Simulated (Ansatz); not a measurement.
```xyz
12

Al    0.0248    0.7175   -0.5325
F    -0.0140   -0.0662    2.2368
C     1.7612    0.0195   -1.0406
H     1.7637   -1.0806   -1.1023
H     2.0428    0.4015   -2.0376
H     2.5500    0.3301   -0.3394
C    -1.7356    0.0558   -1.0090
H    -1.8890   -0.9622   -0.6142
H    -2.5379    0.6979   -0.6163
H    -1.8543   -0.0050   -2.1039
Cl    0.0628    2.6428    0.5482
H    -0.0044    0.8491    2.3795
```

Not at a stationary point (largest force 0.8 eV/Å).

These are results of Ansatz, RKS PBE0-D4/def2-SVP, not measurements.

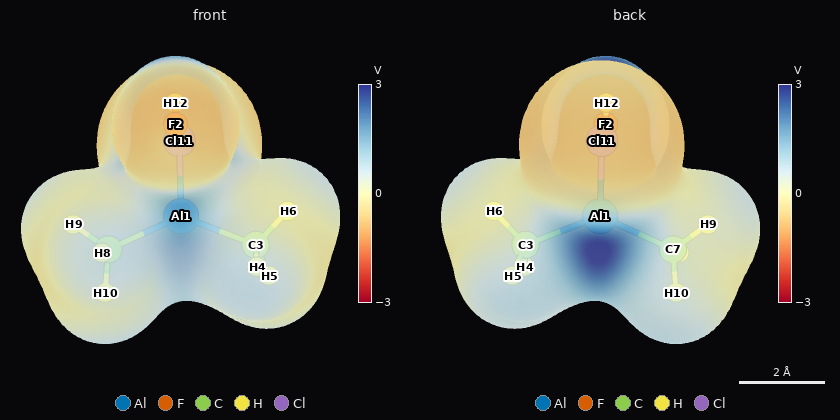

C$_{2}$H$_{6}$AlCl···HF. The molecular electrostatic potential painted on the density surface at 0.002 e/bohr³, seen from the front and from behind; the colour scale runs from red (negative) to blue (positive).

**Describe the electrostatic potential map.**

The most negative region (about −0.8 V) lies over F2 and Cl11, the most positive (about +2.9 V) over Al1 and H12.
